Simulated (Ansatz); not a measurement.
Consider CH4NOSi (charge +1).

The calculation's input:

```
crystal:
  periodic: [false, false, false]
  atoms:
    - { symbol: C, position_ang: [-0.45992, 1.4736, -0.52419] }
    - { symbol: O, position_ang: [-0.14442, 0.125, -0.17379] }
    - { symbol: Si, position_ang: [0.38944, -1.16066, 0.4492] }
    - { symbol: "N", position_ang: [1.00141, -2.43482, 1.17706] }
    - { symbol: H, position_ang: [-1.28313, 1.44574, -1.23865] }
    - { symbol: H, position_ang: [-0.7576, 2.02193, 0.36962] }
    - { symbol: H, position_ang: [0.41476, 1.9397, -0.97804] }
    - { symbol: H, position_ang: [0.83946, -3.4105, 0.9188] }
total_charge: 1
basis:
  gaussian: { orbitals: def2-SVP }
hamiltonian:
  xc: pbe
relax:
  f_tol: 0.02
  max_steps: 50
output:
  orbitals: {}
```

Run with:

```sh
ansatz run input.yaml --threads 1 --pin off --max-ram 2048MiB --backend cpu --events-out ev --progress --plain --runs-dir out
```

The fields are those of the relaxed geometry.

All numbers below come from RKS PBE/def2-SVP in Ansatz 0.2.0.

What will maps of the electron density and electron localisation function show?

Answer. Si–O (1.57 Å): ρ is about 1.2 e/Å³ halfway; the ELF peaks at about 0.85 between the atoms: a polar covalent bond.
Si–N (1.58 Å): ρ is about 1.2 e/Å³ halfway; the ELF peaks at about 0.80 in the valence shell of N, 0.6 Å from its nucleus, and is about 0.55 at the midpoint.
N–H (1.03 Å): the density is about 2.7 e/Å³ at the midpoint; the ELF climbs to about 1 towards the hydrogen, as it does in any bond to H (a covalent bond by its length).

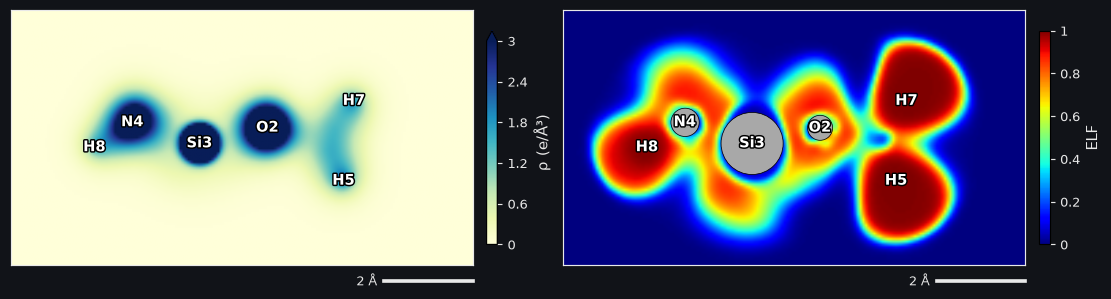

Computed electron density and electron localisation function on the plane of atoms O2, Si3 and N4, in this order. Grey discs cover the atomic cores in the ELF map. 
